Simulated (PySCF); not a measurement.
IrO₄⁺, singlet, geometry in Å:

```xyz
5

Ir     0.0000     0.0000     0.0000
O     -0.9894    -0.9894     0.9894
O      0.9894     0.9894     0.9894
O      0.9894    -0.9894    -0.9894
O     -0.9894     0.9894    -0.9894
```

Unscaled harmonic wavenumbers and double-harmonic intensities, PBE/def2-SVP (ECP), PySCF 2.14.0, isolated molecule. The structure is the lowest point that the starts tried gave, with the shape that electron-pair counting expects. Degenerate modes count as one line, with their intensities summed.

Which lines are the most intense, and is the structure a minimum?

The most intense lines (point group Td) lie at 946.2 cm⁻¹ (62.8 km/mol, t2) and 323.9 cm⁻¹ (4.0 km/mol, t2). It has no imaginary mode, so it is a minimum.

```csv
cm⁻¹,km/mol,symmetry
321.9,0.0,e (×2)
323.9,4.0,t2 (×3)
934.5,0.0,a1
946.2,62.8,t2 (×3)
```

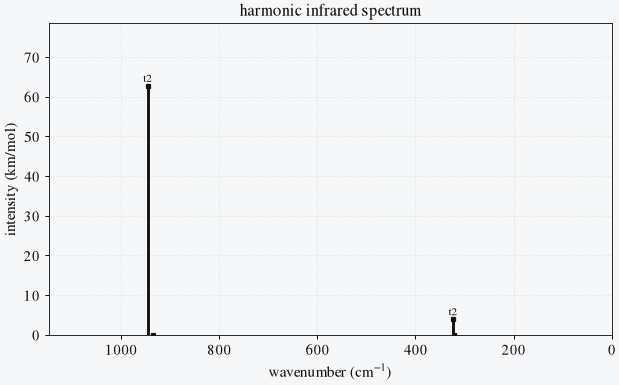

Caveats: spin-orbit coupling is left out, and with Ir it can shift these values; double-zeta basis on some or all atoms.
